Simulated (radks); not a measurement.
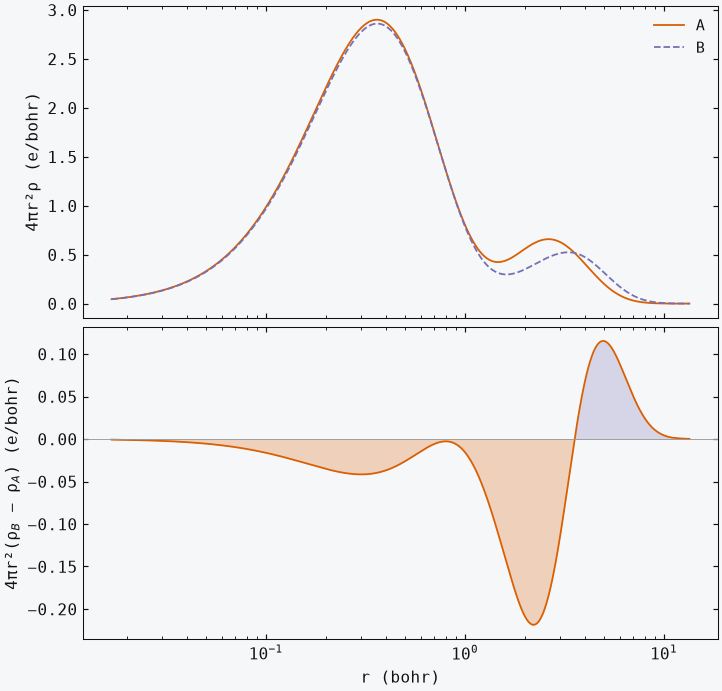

The Li⁻ ion in [He] 2s2 was computed in two surroundings: the Watson sphere of radius 2.03 bohr; the Watson sphere of radius 3.71 bohr. The calculation used the in-house radial solver radks at this level: non-relativistic Kohn-Sham, LB94 model potential, spin-polarised, spherical densities, point nucleus.

The plot shows both radial densities and the radial density of run B less that of run A; on the logarithmic r axis, areas aren't charges.

Assign A and B and describe the change of the density.

Answer. A is the Watson sphere of radius 2.03 bohr; B is the Watson sphere of radius 3.71 bohr. B holds 0.35 electrons more than A where the difference is positive (most at r = 4.9 bohr) and 0.35 electrons fewer where it is negative (most at r = 2.2 bohr), with no net change.
